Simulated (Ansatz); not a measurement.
# BrCl2HZn: reaction (ligand exchange), part 2 of 2

How high is the barrier for the reaction (ligand exchange)? Relax the two ends, then run a nudged elastic band between them. Meant to form: Zn1–Br4, H5–Cl2; to break: Zn1–Cl2, H5–Br4. The start is a guess near the saddle point, from which both ends are pulled out.

Ansatz 0.2.0; RKS PBE/def2-SVP.

## (7) What the band shows

Images 0 and 8 are the ends. Energies count from image 0; the path length is the program's own measure over all atoms.

| image | path (Å) | energy (eV) | Zn1–Br4 (Å) | H5–Cl2 (Å) | Zn1–Cl2 (Å) | H5–Br4 (Å) | band force (eV/Å) |
| --- | --- | --- | --- | --- | --- | --- | --- |
| 0 | 0.000 | 0.0000 | 2.79 | 2.24 | 2.17 | 1.47 | - |
| 1 | 0.173 | 0.0052 | 2.73 | 2.07 | 2.20 | 1.50 | 0.003 |
| 2 | 0.346 | 0.0232 | 2.64 | 1.90 | 2.23 | 1.55 | 0.007 |
| 3* | 0.520 | 0.0375 | 2.55 | 1.72 | 2.28 | 1.63 | 0.004 |
| 4 | 0.706 | 0.0098 | 2.46 | 1.55 | 2.36 | 1.78 | 0.030 |
| 5 | 0.893 | -0.0579 | 2.39 | 1.43 | 2.45 | 1.95 | 0.015 |
| 6 | 1.079 | -0.1157 | 2.34 | 1.37 | 2.55 | 2.12 | 0.028 |
| 7 | 1.266 | -0.1476 | 2.31 | 1.34 | 2.63 | 2.29 | 0.008 |
| 8 | 1.452 | -0.1566 | 2.29 | 1.32 | 2.67 | 2.48 | - |

The star marks the climbing image.

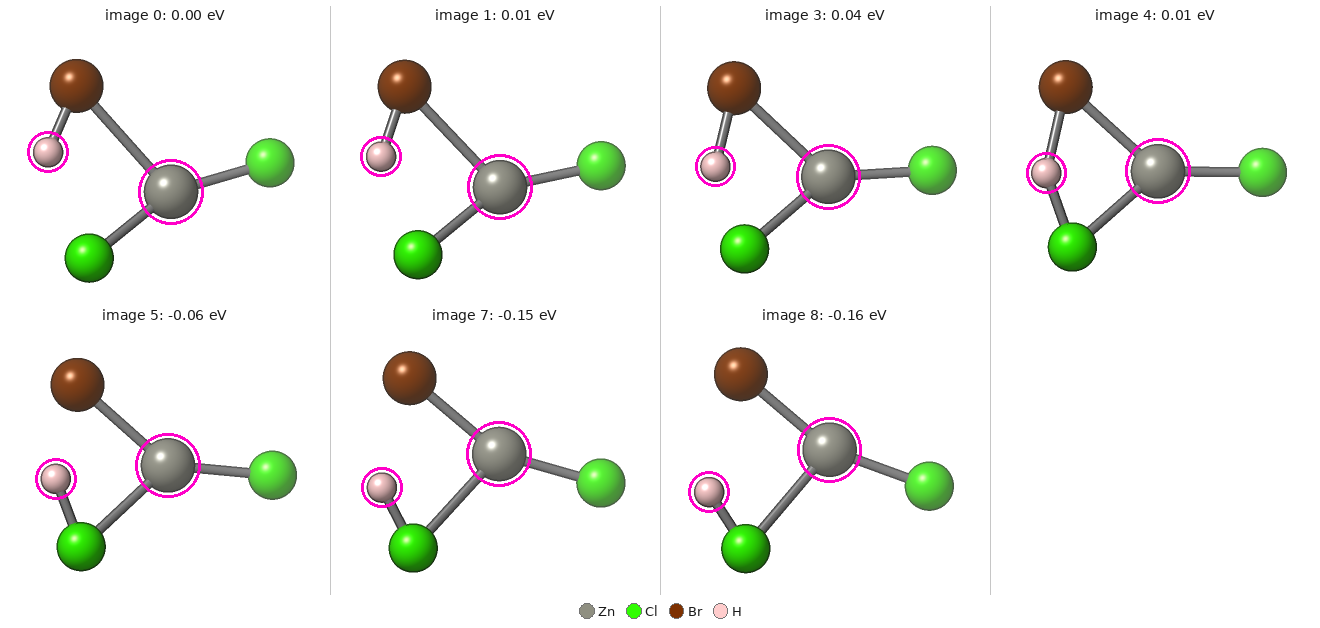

The images of the last band, seen from a chosen angle. Ringed: H5, Zn1. Sticks join atoms closer than a bonding distance in each image.

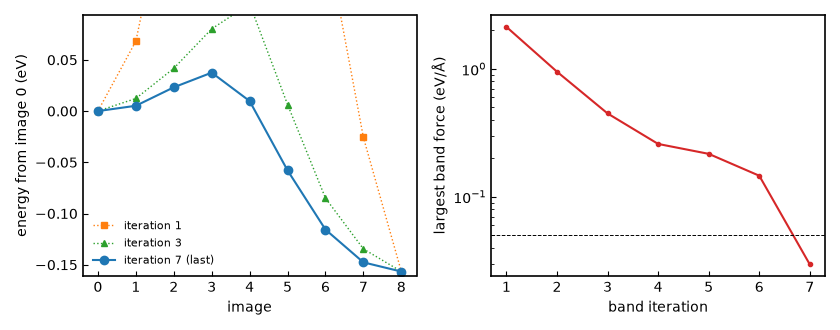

Left: energy of each image for early iterations and the last one (lines only join the points; early values far above the last band run off the scale). Right: the largest band force by iteration, with the threshold dashed.

How the highest energy settled:

| iteration | highest image above image 0 (eV) | largest band force (eV/Å) |
| --- | --- | --- |
| 1 | 0.7632 | 2.130 |
| 2 | 0.2530 | 0.950 |
| 3 | 0.1045 | 0.448 |
| 4 | 0.0442 | 0.259 |
| 5 | 0.0380 | 0.216 |
| 6 | 0.0376 | 0.146 |
| 7 | 0.0375 | 0.030 |

Positions of all images (Å):

```xyz
5
image=0 dE=0.0000
Zn   -0.096    0.000    0.117
Cl    0.431    0.000    2.226
Cl    0.187    0.000   -1.980
Br   -2.764    0.000    0.939
H    -1.803    0.000    2.055
5
image=1 dE=0.0052
Zn   -0.187    0.000    0.095
Cl    0.360    0.000    2.221
Cl    0.248    0.000   -1.978
Br   -2.765    0.000    0.981
H    -1.701    0.000    2.038
5
image=2 dE=0.0232
Zn   -0.288    0.000    0.067
Cl    0.292    0.000    2.221
Cl    0.301    0.000   -1.968
Br   -2.753    0.000    1.004
H    -1.598    0.000    2.033
5
image=3 dE=0.0375
Zn   -0.388    0.000    0.034
Cl    0.228    0.000    2.231
Cl    0.341    0.000   -1.957
Br   -2.742    0.000    1.003
H    -1.485    0.000    2.046
5
image=4 dE=0.0098
Zn   -0.489    0.000   -0.008
Cl    0.176    0.000    2.256
Cl    0.379    0.000   -1.943
Br   -2.749    0.000    0.965
H    -1.363    0.000    2.087
5
image=5 dE=-0.0579
Zn   -0.595    0.000   -0.060
Cl    0.160    0.000    2.276
Cl    0.429    0.000   -1.918
Br   -2.776    0.000    0.911
H    -1.264    0.000    2.148
5
image=6 dE=-0.1157
Zn   -0.697    0.000   -0.122
Cl    0.174    0.000    2.275
Cl    0.493    0.000   -1.878
Br   -2.821    0.000    0.860
H    -1.194    0.000    2.222
5
image=7 dE=-0.1476
Zn   -0.789    0.000   -0.183
Cl    0.202    0.000    2.250
Cl    0.557    0.000   -1.820
Br   -2.877    0.000    0.813
H    -1.139    0.000    2.297
5
image=8 dE=-0.1566
Zn   -0.863    0.000   -0.230
Cl    0.233    0.000    2.206
Cl    0.601    0.000   -1.762
Br   -2.937    0.000    0.754
H    -1.079    0.000    2.389
```

## (8) Vibrations at the top

The geometry is the highest inner image of the first converged band.

Contents of input.yaml:

```yaml
crystal:
  periodic: [false, false, false]
  atoms:
    - { symbol: Zn, position_ang: [-0.388395, -2.0e-06, 0.033606] }
    - { symbol: Cl, position_ang: [0.22804, 0.0, 2.231333] }
    - { symbol: Cl, position_ang: [0.341345, 1.0e-06, -1.957376] }
    - { symbol: Br, position_ang: [-2.741705, -1.0e-06, 1.003149] }
    - { symbol: H, position_ang: [-1.484985, 1.0e-06, 2.046088] }
basis:
  gaussian: { orbitals: def2-SVP }
hamiltonian:
  xc: pbe
phonons: {}
```

The run is started by

```
ansatz run input.yaml --threads 2 --pin off --max-ram 3072MiB --backend cpu --events-out ev --progress --plain --runs-dir out
```

What it wrote, shortened:

```text
Warning: RAYON_NUM_THREADS=2 ignored (pool sized by the plan → 2); use --threads N
[...]
Functional definition: PBE
[...]
1151 factors; their error is unknown
[...]
mean field -143479.16568965 eV, -5272.7620854232 hartree, gradient 4.7e-5 eV, S^2 0.000000; 0 other end points of the search recorded, 0 dependent functions left out
[...]
reference -143479.16573122 eV, -5272.7620869510 hartree; 50, 50 occupied and 54, 54 virtual orbitals, 1151 factors
[...]
1151 factors; their error is unknown
mean field -143479.16567980 eV, -5272.7620850611 hartree, gradient 2.3e-6 eV, S^2 0.000000; 0 other end points of the search recorded, 0 dependent functions left out
[...]
reference -143479.16572138 eV, -5272.7620865892 hartree; 50, 50 occupied and 54, 54 virtual orbitals, 1151 factors
[...]
1151 factors; their error is unknown
[...]
mean field -143479.16566988 eV, -5272.7620846964 hartree, gradient 8.3e-7 eV, S^2 0.000000; 0 other end points of the search recorded, 0 dependent functions left out
[...]
1151 factors; their error is unknown
mean field -143479.16568904 eV, -5272.7620854007 hartree, gradient 2.9e-6 eV, S^2 0.000000; 0 other end points of the search recorded, 0 dependent functions left out
[...]
reference -143479.16573061 eV, -5272.7620869284 hartree; 50, 50 occupied and 54, 54 virtual orbitals, 1151 factors
WARN: phonons: modes at or below zero, which the zero-point energy, F, S and C_V leave out: 1, the lowest at -158.30 cm⁻¹. A minimum has none, and a first-order saddle one
Total energy: -143479.16573122 eV, -5272.7620869510 hartree
Atom 0 at    -0.388395    -0.000002     0.033606 Å, force     0.001960     0.000000    -0.001138 eV/Å
Atom 1 at     0.228040     0.000000     2.231333 Å, force     0.000627    -0.000000     0.000304 eV/Å
Atom 2 at     0.341345     0.000001    -1.957376 Å, force     0.000043    -0.000000     0.001329 eV/Å
Atom 3 at    -2.741705    -0.000001     1.003149 Å, force     0.000068     0.000000     0.004594 eV/Å
Atom 4 at    -1.484985     0.000001     2.046088 Å, force    -0.002699    -0.000000    -0.005089 eV/Å
Dipole moment:    -0.219438    -0.000000     0.299368 e Å
Vibrations: -158.30 86.87 90.28 176.87 302.76 429.09 576.43 661.10 1183.33 cm⁻¹, zero-point energy 0.217389 eV
```

Wall time 9.8 s (2 threads of AMD EPYC 9R45 (Zen 5), shared host); peak memory 0.18 GiB.

Of 9 modes, 1 is imaginary by more than 30 cm⁻¹ (158i cm⁻¹).

## (9) A trajectory let go at the top

It starts at the highest inner image of the first converged band: 200 steps of 0.5 fs at constant energy, with velocities drawn for 300 K.

input.yaml, as its differences from that of step 8:

```diff
@@ -12,2 +12,8 @@
   xc: pbe
-phonons: {}
+md:
+  timestep: 0.5
+  n_steps: 200
+  ensemble: nve
+  temperature: 300.0
+  initial_velocities: maxwell_boltzmann
+  seed: 4662
```

The run is started by

```
ansatz run input.yaml --threads 2 --pin off --max-ram 3072MiB --backend cpu --events-out ev --progress --plain --runs-dir out
```

What it wrote, shortened:

```text
Warning: RAYON_NUM_THREADS=2 ignored (pool sized by the plan → 2); use --threads N
[...]
[... 1 set-up line as earlier in the session ...]
[...]
1151 factors; their error is unknown
[...]
mean field -143479.16568965 eV, -5272.7620854232 hartree, gradient 4.7e-5 eV, S^2 0.000000; 0 other end points of the search recorded, 0 dependent functions left out
[...]
reference -143479.16573122 eV, -5272.7620869510 hartree; 50, 50 occupied and 54, 54 virtual orbitals, 1151 factors
md step     0: t =     0.00 fs  T =   300.0 K  F+E_penalty+E_count = -143479.16568965 eV  E_kin = 0.116334 eV  conserved = -143479.04935565 eV  (27 SCF iters)
[...]
md step    24: t =    12.00 fs  T =   127.1 K  F+E_penalty+E_count = -143479.09858472 eV  E_kin = 0.049284 eV  conserved = -143479.04930107 eV  (19 SCF iters)
[...]
md step    48: t =    24.00 fs  T =   243.2 K  F+E_penalty+E_count = -143479.14370180 eV  E_kin = 0.094319 eV  conserved = -143479.04938265 eV  (24 SCF iters)
[...]
md step    72: t =    36.00 fs  T =   161.6 K  F+E_penalty+E_count = -143479.11194692 eV  E_kin = 0.062661 eV  conserved = -143479.04928582 eV  (25 SCF iters)
[...]
md step    96: t =    48.00 fs  T =   217.3 K  F+E_penalty+E_count = -143479.13368185 eV  E_kin = 0.084275 eV  conserved = -143479.04940674 eV  (25 SCF iters)
md step    97: t =    48.50 fs  T =   226.9 K  F+E_penalty+E_count = -143479.13741701 eV  E_kin = 0.087995 eV  conserved = -143479.04942232 eV  (25 SCF iters)
md step    98: t =    49.00 fs  T =   233.5 K  F+E_penalty+E_count = -143479.13997683 eV  E_kin = 0.090552 eV  conserved = -143479.04942486 eV  (25 SCF iters)
```

## (10) More of the same log: dynamics from the highest image of the converged band

Output, continued, shortened:

```text
md step    99: t =    49.50 fs  T =   236.9 K  F+E_penalty+E_count = -143479.14128857 eV  E_kin = 0.091872 eV  conserved = -143479.04941618 eV  (25 SCF iters)
[...]
md step   124: t =    62.00 fs  T =   240.0 K  F+E_penalty+E_count = -143479.14240985 eV  E_kin = 0.093086 eV  conserved = -143479.04932387 eV  (25 SCF iters)
[...]
md step   149: t =    74.50 fs  T =   264.9 K  F+E_penalty+E_count = -143479.15201616 eV  E_kin = 0.102717 eV  conserved = -143479.04929884 eV  (24 SCF iters)
[...]
md step   174: t =    87.00 fs  T =   324.0 K  F+E_penalty+E_count = -143479.17504131 eV  E_kin = 0.125656 eV  conserved = -143479.04938536 eV  (25 SCF iters)
[...]
md step   199: t =    99.50 fs  T =   283.4 K  F+E_penalty+E_count = -143479.15939001 eV  E_kin = 0.109913 eV  conserved = -143479.04947736 eV  (25 SCF iters)
[...]
md step   200: t =   100.00 fs  T =   281.8 K  F+E_penalty+E_count = -143479.15874426 eV  E_kin = 0.109275 eV  conserved = -143479.04946895 eV  (25 SCF iters)
Total energy: -143479.15878684 eV, -5272.7618317496 hartree
Atom 0 at    -0.175164     0.025262     0.153979 Å, force     0.090729    -0.066826    -0.255936 eV/Å
Atom 1 at     0.346907    -0.013964     2.247124 Å, force     0.065391     0.035754     0.004927 eV/Å
Atom 2 at     0.088129    -0.021630    -1.976502 Å, force    -0.074284     0.030687     0.386997 eV/Å
Atom 3 at    -2.846890    -0.005637     0.903811 Å, force    -0.179800     0.027048     0.039113 eV/Å
Atom 4 at    -2.252555     0.059942     2.230314 Å, force     0.097964    -0.026664    -0.175101 eV/Å
Dipole moment:    -0.482981     0.036341     0.300138 e Å
```

Wall time 2.2 min (2 threads of AMD EPYC 9R45 (Zen 5), shared host); peak memory 0.18 GiB.

## (11) The trajectory

The trajectory, every 11 steps (energies from step 0):

| time (fs) | T (K) | potential energy change (meV/atom) | total energy change (meV/atom) | Zn1–Br4 (Å) | H5–Cl2 (Å) |
| --- | --- | --- | --- | --- | --- |
| 0.0 | 300 | 0.0 | 0.00 | 2.55 | 1.72 |
| 5.5 | 234 | 5.1 | 0.00 | 2.54 | 1.63 |
| 11.0 | 135 | 12.8 | 0.01 | 2.53 | 1.60 |
| 16.5 | 141 | 12.4 | 0.01 | 2.53 | 1.66 |
| 22.0 | 225 | 5.8 | 0.00 | 2.52 | 1.81 |
| 27.5 | 217 | 6.5 | 0.01 | 2.52 | 1.98 |
| 33.0 | 219 | 6.3 | -0.01 | 2.53 | 2.07 |
| 38.5 | 158 | 11.0 | 0.01 | 2.54 | 2.13 |
| 44.0 | 165 | 10.5 | 0.01 | 2.55 | 2.18 |
| 49.5 | 237 | 4.9 | -0.01 | 2.57 | 2.11 |
| 55.0 | 231 | 5.4 | 0.01 | 2.59 | 2.01 |
| 60.5 | 264 | 2.8 | 0.00 | 2.60 | 1.99 |
| 66.0 | 225 | 5.8 | 0.01 | 2.62 | 1.98 |
| 71.5 | 243 | 4.5 | 0.01 | 2.65 | 1.96 |
| 77.0 | 317 | -1.3 | 0.00 | 2.67 | 2.07 |
| 82.5 | 316 | -1.3 | 0.02 | 2.69 | 2.25 |
| 88.0 | 301 | -0.1 | 0.01 | 2.71 | 2.35 |
| 93.5 | 307 | -0.6 | -0.02 | 2.74 | 2.49 |
| 99.0 | 280 | 1.5 | -0.02 | 2.77 | 2.59 |
| 100.0 | 282 | 1.4 | -0.02 | 2.78 | 2.60 |

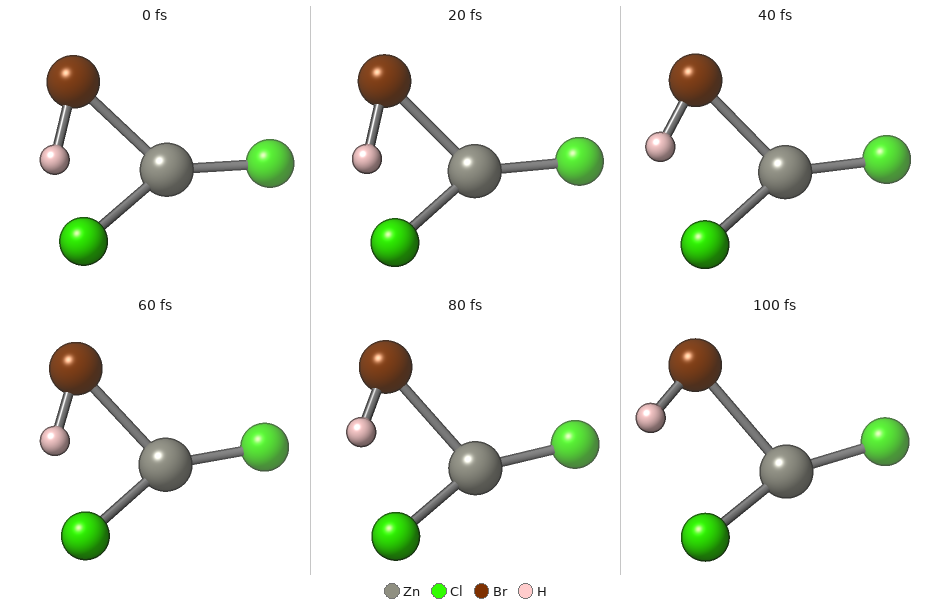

Six frames of the run, seen from a chosen angle. Sticks join atoms within a bonding distance in each frame.

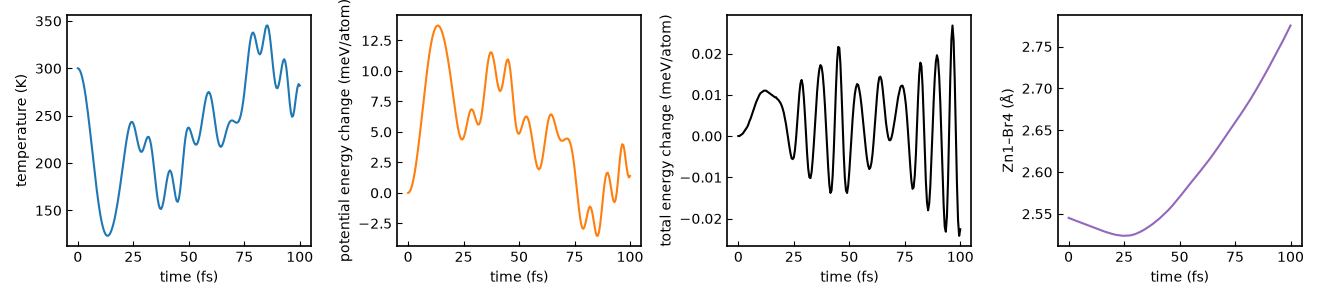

Time series of the run, each on its own scale.

The last frame stands with the bonds of end A.

## (12) A trajectory let go at the top

It starts at the highest inner image of the first converged band: 200 steps of 0.5 fs at constant energy, with velocities drawn for 100 K.

input.yaml, as its differences from that of step 9:

```diff
@@ -16,4 +16,4 @@
   ensemble: nve
-  temperature: 300.0
+  temperature: 100.0
   initial_velocities: maxwell_boltzmann
-  seed: 4662
+  seed: 4663
```

The run is started by

```
ansatz run input.yaml --threads 2 --pin off --max-ram 3072MiB --backend cpu --events-out ev --progress --plain --runs-dir out
```

What it wrote, shortened:

```text
Warning: RAYON_NUM_THREADS=2 ignored (pool sized by the plan → 2); use --threads N
[...]
[... 1 set-up line as earlier in the session ...]
[...]
1151 factors; their error is unknown
[...]
mean field -143479.16568965 eV, -5272.7620854232 hartree, gradient 4.7e-5 eV, S^2 0.000000; 0 other end points of the search recorded, 0 dependent functions left out
[...]
reference -143479.16573122 eV, -5272.7620869510 hartree; 50, 50 occupied and 54, 54 virtual orbitals, 1151 factors
md step     0: t =     0.00 fs  T =   100.0 K  F+E_penalty+E_count = -143479.16568965 eV  E_kin = 0.038778 eV  conserved = -143479.12691165 eV  (27 SCF iters)
[...]
md step    24: t =    12.00 fs  T =    84.5 K  F+E_penalty+E_count = -143479.15967762 eV  E_kin = 0.032768 eV  conserved = -143479.12690955 eV  (22 SCF iters)
[...]
md step    48: t =    24.00 fs  T =    54.9 K  F+E_penalty+E_count = -143479.14818587 eV  E_kin = 0.021283 eV  conserved = -143479.12690306 eV  (21 SCF iters)
[...]
md step    72: t =    36.00 fs  T =    29.1 K  F+E_penalty+E_count = -143479.13817296 eV  E_kin = 0.011276 eV  conserved = -143479.12689738 eV  (18 SCF iters)
[...]
md step    96: t =    48.00 fs  T =    23.9 K  F+E_penalty+E_count = -143479.13615846 eV  E_kin = 0.009262 eV  conserved = -143479.12689608 eV  (21 SCF iters)
md step    97: t =    48.50 fs  T =    25.1 K  F+E_penalty+E_count = -143479.13663264 eV  E_kin = 0.009735 eV  conserved = -143479.12689726 eV  (21 SCF iters)
md step    98: t =    49.00 fs  T =    26.6 K  F+E_penalty+E_count = -143479.13722370 eV  E_kin = 0.010325 eV  conserved = -143479.12689882 eV  (21 SCF iters)
```

## (13) More of the same log: dynamics from the highest image of the converged band

Output, continued, shortened:

```text
md step    99: t =    49.50 fs  T =    28.4 K  F+E_penalty+E_count = -143479.13790576 eV  E_kin = 0.011005 eV  conserved = -143479.12690092 eV  (21 SCF iters)
[...]
md step   124: t =    62.00 fs  T =    54.8 K  F+E_penalty+E_count = -143479.14814892 eV  E_kin = 0.021233 eV  conserved = -143479.12691608 eV  (25 SCF iters)
[...]
md step   149: t =    74.50 fs  T =    90.6 K  F+E_penalty+E_count = -143479.16203700 eV  E_kin = 0.035116 eV  conserved = -143479.12692121 eV  (25 SCF iters)
[...]
md step   174: t =    87.00 fs  T =   120.3 K  F+E_penalty+E_count = -143479.17353567 eV  E_kin = 0.046636 eV  conserved = -143479.12689938 eV  (18 SCF iters)
[...]
md step   199: t =    99.50 fs  T =   146.1 K  F+E_penalty+E_count = -143479.18356985 eV  E_kin = 0.056672 eV  conserved = -143479.12689770 eV  (18 SCF iters)
[...]
md step   200: t =   100.00 fs  T =   149.2 K  F+E_penalty+E_count = -143479.18475450 eV  E_kin = 0.057848 eV  conserved = -143479.12690601 eV  (27 SCF iters)
Total energy: -143479.18479628 eV, -5272.7627875789 hartree
Atom 0 at    -0.282630     0.018323     0.085558 Å, force     0.138258    -0.041178     0.117175 eV/Å
Atom 1 at     0.261254    -0.009769     2.233622 Å, force     0.083437     0.026451    -0.065296 eV/Å
Atom 2 at     0.226038    -0.014936    -1.967522 Å, force    -0.007076     0.015149    -0.054742 eV/Å
Atom 3 at    -2.788659    -0.004200     0.964432 Å, force    -0.390086     0.016099    -0.245253 eV/Å
Atom 4 at    -1.735932     0.013096     2.021821 Å, force     0.175468    -0.016520     0.248117 eV/Å
Dipole moment:    -0.342860     0.020935     0.244385 e Å
```

It took 2.1 min on 2 threads of AMD EPYC 9R45 (Zen 5), shared host; peak memory 0.18 GiB.

## (14) Frames and traces

The trajectory, every 15 steps (energies from step 0):

| time (fs) | T (K) | potential energy change (meV/atom) | total energy change (meV/atom) | Zn1–Br4 (Å) | H5–Cl2 (Å) |
| --- | --- | --- | --- | --- | --- |
| 0.0 | 100 | 0.0 | 0.00 | 2.55 | 1.72 |
| 7.5 | 84 | 1.3 | 0.00 | 2.53 | 1.76 |
| 15.0 | 79 | 1.6 | 0.00 | 2.52 | 1.76 |
| 22.5 | 55 | 3.5 | 0.00 | 2.51 | 1.77 |
| 30.0 | 46 | 4.2 | 0.00 | 2.50 | 1.81 |
| 37.5 | 31 | 5.4 | 0.00 | 2.49 | 1.84 |
| 45.0 | 24 | 5.9 | 0.00 | 2.49 | 1.85 |
| 52.5 | 39 | 4.8 | 0.00 | 2.50 | 1.90 |
| 60.0 | 44 | 4.4 | 0.00 | 2.51 | 1.94 |
| 67.5 | 59 | 3.2 | 0.00 | 2.53 | 1.92 |
| 75.0 | 91 | 0.7 | 0.00 | 2.55 | 1.95 |
| 82.5 | 115 | -1.2 | 0.00 | 2.58 | 1.95 |
| 90.0 | 127 | -2.1 | 0.00 | 2.61 | 1.94 |
| 97.5 | 141 | -3.2 | 0.00 | 2.64 | 2.00 |
| 100.0 | 149 | -3.8 | 0.00 | 2.66 | 2.01 |

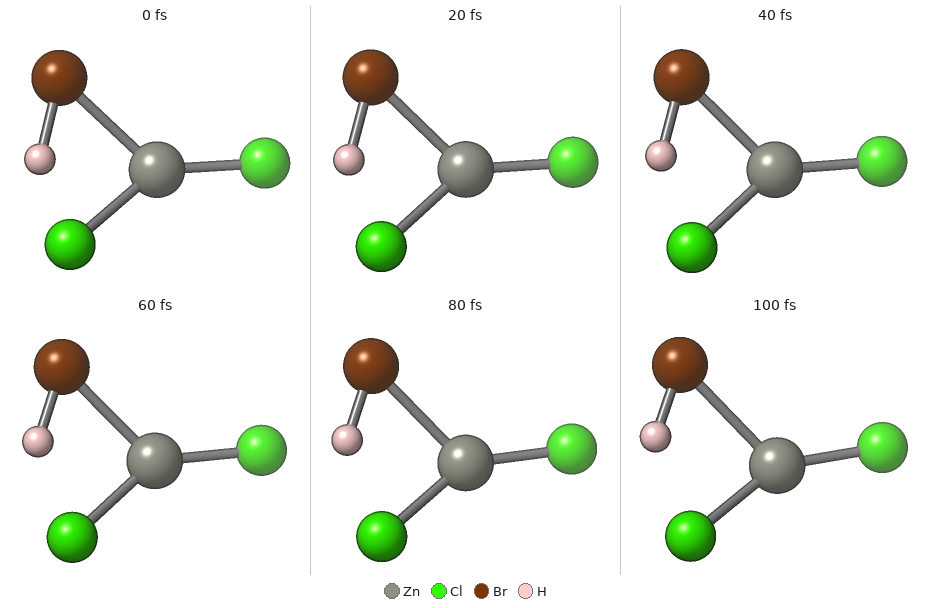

The system at six times, viewed from a chosen angle. Sticks join atoms within a bonding distance in each frame.

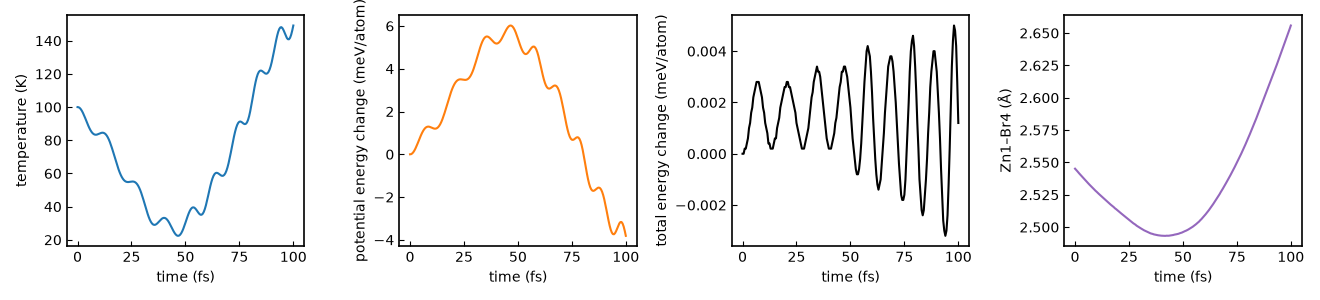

Time series of the run, each on its own scale.

The last frame stands with the bonds of end A.

## (15) Outcome

This closing draws on all 2 parts.

```
                         quantity                              value
                            end A            7 moves, 0.204 eV lower
                            end B            7 moves, 0.227 eV lower
                 barrier forwards                           0.038 eV
                barrier backwards                           0.194 eV
     second end relative to first                          -0.157 eV
                    highest image              3 of 0 to 8, climbing
                  band iterations                                  7
       imaginary modes at the top                          158i cm⁻¹
trajectory at 300 K, after 100 fs  with the bonds of end A, at 282 K
trajectory at 100 K, after 100 fs  with the bonds of end A, at 149 K
```

What this shows: Along this path the system climbs 0.038 eV from the first end (1.5 kT at 300 K). Going back costs 0.19 eV, since the second end is 0.16 eV below the first. By distance, end A alone has Br4–H5 and end B alone has Cl2–H5. One imaginary mode, as a first-order saddle point has. These are electronic energies, with no zero-point or thermal terms. Semilocal functionals tend to give barriers that are too low.
